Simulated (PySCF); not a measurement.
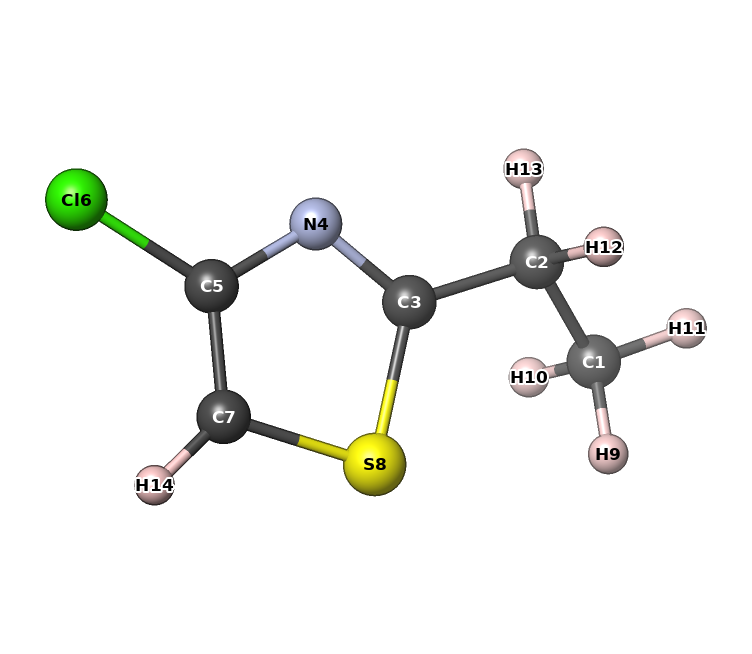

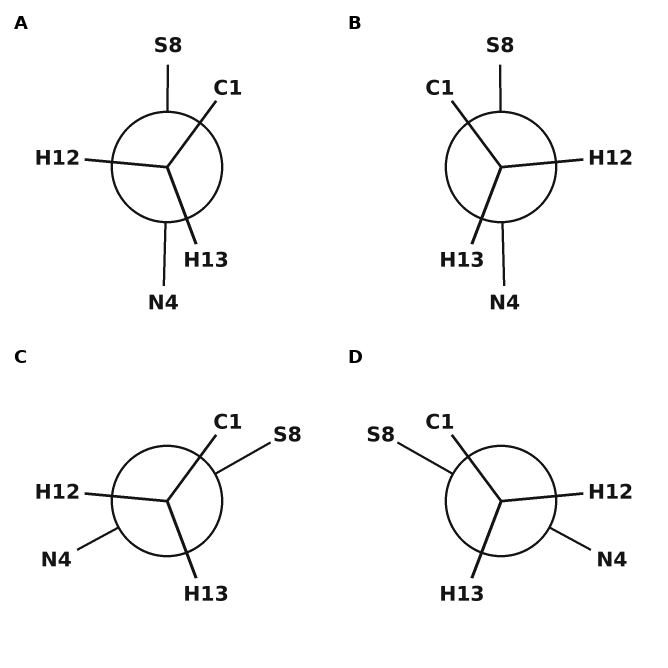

Atoms fade into the background with distance from the viewer. Bonds that would overlap in a projection are set slightly apart. Geometry: an end point of a reaction path computed with GFN2-xTB.

Q: Which Newman projection shows the view along C2–C3, with C2 in front?

A: B. The torsion angle C1–C2–C3–S8 is 36°, synclinal (gauche).
